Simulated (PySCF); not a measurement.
## Electronic structure of C5H12Si in real space

```xyz
18

Si    0.0561   -0.1492   -0.2404
C     0.1734   -0.1937    1.6341
C    -0.2485    0.7773    2.4527
H     0.6202   -1.0840    2.1001
H    -0.7055    1.6979    2.0710
H    -0.1605    0.7067    3.5433
C     1.7891   -0.2970   -0.9641
H     1.7601   -0.2600   -2.0651
H     2.2624   -1.2482   -0.6729
H     2.4350    0.5233   -0.6138
C    -0.7340    1.4682   -0.7874
H    -0.8090    1.5064   -1.8858
H    -0.1410    2.3370   -0.4607
H    -1.7509    1.5761   -0.3780
C    -0.9864   -1.6064   -0.8223
H    -2.0200   -1.5245   -0.4508
H    -0.5727   -2.5606   -0.4594
H    -1.0241   -1.6523   -1.9227
```

Geometry: PBE0-D3(BJ)/def2-SVP.

Level of theory: PySCF 2.14.0, PBE0/pcSseg-1, SCF density, gas phase, non-relativistic.

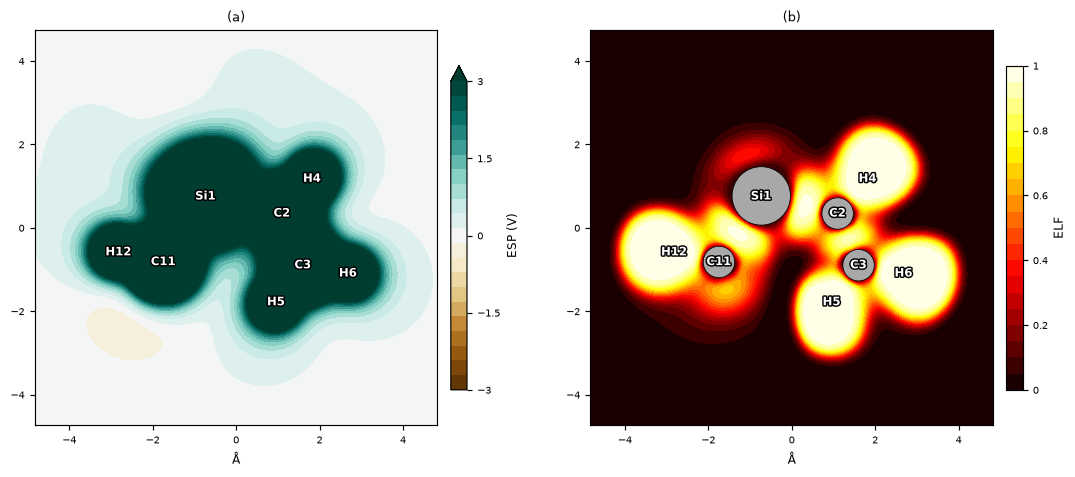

Figure 1. (a) electrostatic potential; (b) electron localisation function on the plane of atoms C3, C2 and H4. Grey discs cover the atomic cores in the ELF map.

What does the map show?

Answer. The plane passes through Si, C and H nuclei. C–C (1.34 Å): the ELF peaks at about 0.90 between the atoms: a short, multiple covalent bond. C–Si (1.88 Å): the ELF peaks at about 0.95 between the atoms; a shared electron pair. C–H (1.10 Å): the ELF climbs to about 1 towards the hydrogen, as it does in any bond to H: a covalent bond by its length. The potential has no marked negative region in this plane.

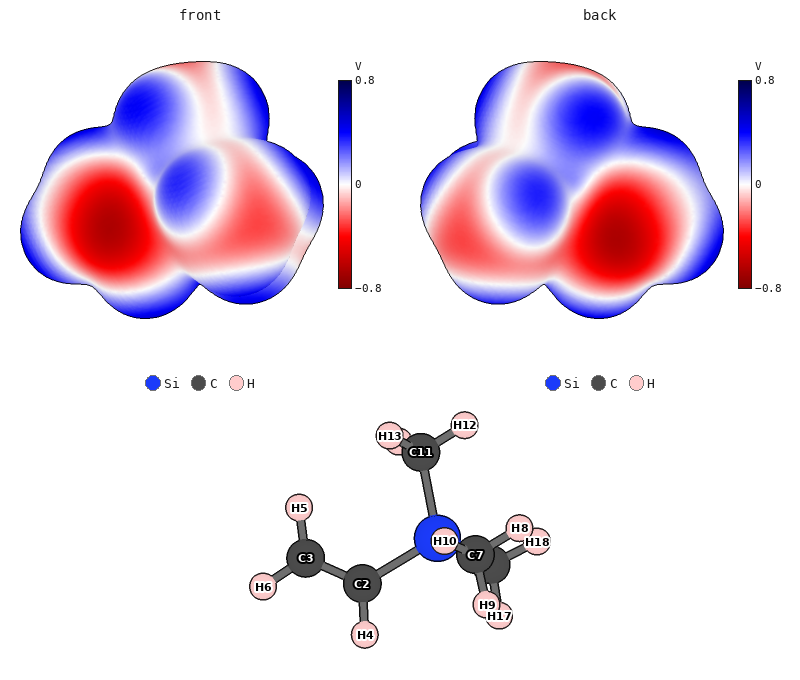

Figure 2. The electrostatic potential painted on the density surface at 0.001 e/bohr³, seen from the front and from behind; the colour scale runs from red (negative) to blue (positive). The bare structure is drawn below in the same view.

Where is the surface potential most negative and most positive?

Answer. The most negative region (about −0.6 V, or −14 kcal/mol for a unit charge) lies over the π face of C2 and C3, the most positive (about +0.5 V, or +12 kcal/mol for a unit charge) over the H and Si atoms.
